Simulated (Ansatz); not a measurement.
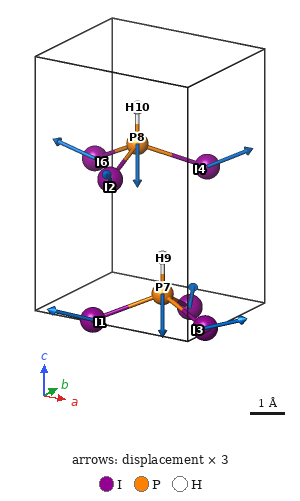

This is a relaxation of a crystal of PHI₃ (a generated structure, set up in P6_3). The starting structure is drawn; blue arrows show the displacements (the part carried along by the change of the cell is left out), 3 times their true length.

Style: ball-and-stick. Shown: the cell of the calculation, reduced to other axes, slightly off an axis. Lengths and directions refer to the drawn axes.

The start is a swapped structure.

These are results of Ansatz, DFT, PAW plane waves, r2SCAN, not measurements.

Input file:
```yaml
crystal:
  lattice:
    - [3.475047, 6.018954, 0.0]
    - [-3.475047, 6.018954, 0.0]
    - [0.0, 0.0, 7.662402]
  atoms:
    - { symbol: I, position: [0.356, 0.688, 0.0] }
    - { symbol: I, position: [0.312, 0.044, 0.5] }
    - { symbol: I, position: [0.956, 0.356, 0.0] }
    - { symbol: I, position: [0.644, 0.312, 0.5] }
    - { symbol: I, position: [0.688, 0.956, 0.0] }
    - { symbol: I, position: [0.044, 0.644, 0.5] }
    - { symbol: P, position: [0.66667, 0.66666, 0.096] }
    - { symbol: P, position: [0.33334, 0.33333, 0.596] }
    - { symbol: H, position: [0.66667, 0.66666, 0.239] }
    - { symbol: H, position: [0.33334, 0.33333, 0.739] }
  symmetry: { tolerance: 0.0003 }
kpoints:
  mp_grid: { grid: [5, 5, 4], shift: [0, 0, 0] }
magnetization:
  spin_polarized: false
scf:
  occupations: { method: fermi_dirac }
  lower_state_search: "off"
hamiltonian:
  pseudopotentials: { kind: paw }
  xc: r2scan
basis:
  ecutwfc: 500
  fft_grid_basis: typed
relax:
  max_steps: 60
  cell: { p_target: 5.0 }
output:
  forces: true
  stress: true
  eigenvalues: true
  bader: true
  populations: true
  elf: true
  write_potential: true
  volumetric_format: npy
  dos:
    e_range: [-12, 8]
    de: 0.05
    projected: { site_lists: { H: [H], I: [I], P: [P] } }
checkpoint:
  read: saved_state
```

Command:
```bash
ansatz run input.yaml --threads 2 --pin off --max-ram 3584MiB --backend cpu --events-out ev --progress --plain --runs-dir out
```

Question: What did the optimiser do to the structure, and how much energy did it gain?

Answer: The largest moves relative to the cell, 0.53 Å, are those of I1, I2, I3, I4, I5 and I6. I4 goes roughly along [2 3 1]. Largest moves by element: I 0.53 Å, P 0.45 Å, H 0.01 Å. The drawn cell changes as follows: a = b 6.950 → 6.737 Å (−3.1 %), c 7.662 → 6.647 Å (−13.3 %); the volume changes by −18.5 %. Near-neighbour distances that change, for instance: P7–H9 1.096 → 1.406 Å, I1–P7 2.215 → 2.514 Å. Among the angles between lasting bonds that change: I2–P8–H10 109.4° → 91.0°, I2–P8–I4 109.5° → 120.0°. The space group stays P6_3 (No. 173). After 9 accepted moves (10 points after the start) the energy has fallen by 782 meV per atom. With the target pressure of 5 GPa, the enthalpy E + pV changes by −967 meV per atom. The largest force component goes from 15 to 0.0012 eV/Å. The pressure goes from 17.08 to 4.98 GPa. At 1 point the geometry stayed and the basis and grid were re-selected for the new cell (energy shift of 0.6 meV per atom at most each time). Cost: 7.6 min on 2 threads of Arm Neoverse V2, with other jobs on the host, peak memory 1.5 GiB.
